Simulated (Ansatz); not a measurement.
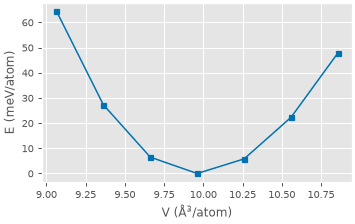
Figure. TiC (CsCl type, space group No. 221) under volume change, plane-wave PAW PBE (Ansatz code), scaled uniformly.

Problem. What does a third-order Birch–Murnaghan fit give for V₀, B₀ and B′?

Solution. V₀ = 9.96 Å³/atom, B₀ = 219 GPa, B′ = 3.9.

Space group Pm-3m (CsCl type). The cell is a constructed one: a structure type filled with these elements; neither database checked (COD, Materials Project) lists it. It is not the phase usual at ambient conditions (space group No. 225). The cell was relaxed with PBE under the symmetry of its start; its stability against distortions is not shown here. No spin polarisation was allowed.

Potentials: the later of the program's two PAW sets.
